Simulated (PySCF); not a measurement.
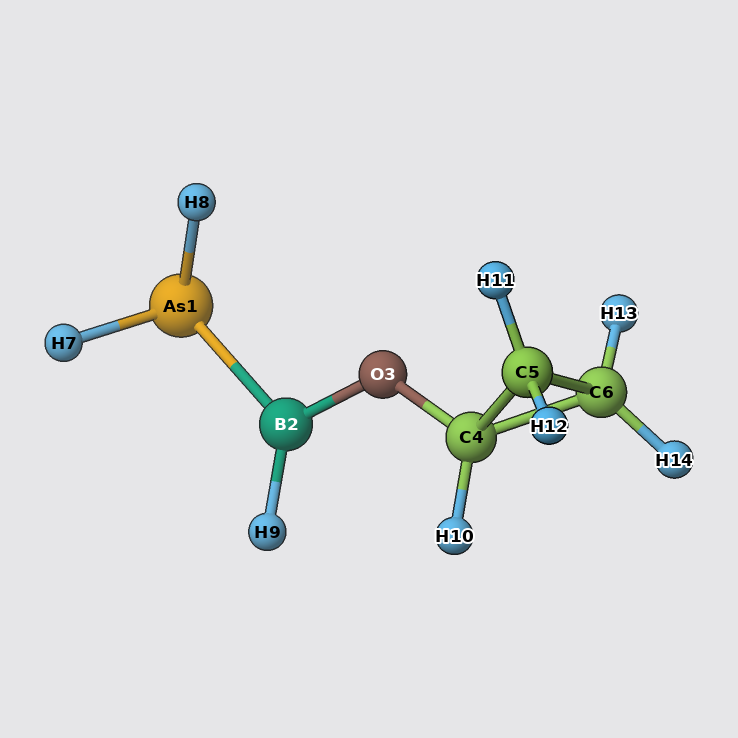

The geometry was computed by an optimisation with GFN2-xTB. No frequency run is at hand to confirm it as a minimum. Method: B3LYP/pcJ-1 (pcSseg-1 on As) indirect spin-spin coupling, non-relativistic, gas phase (PySCF 2.14.0). Isotopes: 11B, 13C, 1H, 17O.

Give the spin–spin coupling constants of these pairs, with the number of bonds between them: B2/H9, B2/O3, B2/H7, B2/H8, B2/C4, B2/C6, B2/H10, B2/C5.

```csv
pair,bonds apart,J (Hz)
"B2, H9",1,152.7
"B2, O3",1,−3.6
"B2, H7",2,−4.6
"B2, H8",2,−5.8
"B2, C4",2,−1.1
"B2, C6",3,1.2
"B2, H10",3,3.8
"B2, C5",3,1.3
```

The geometry is semi-empirical. Around As, B such bond lengths and angles can be off by a tenth of an ångström or more and by several degrees, and values that hang on the shape move with them.
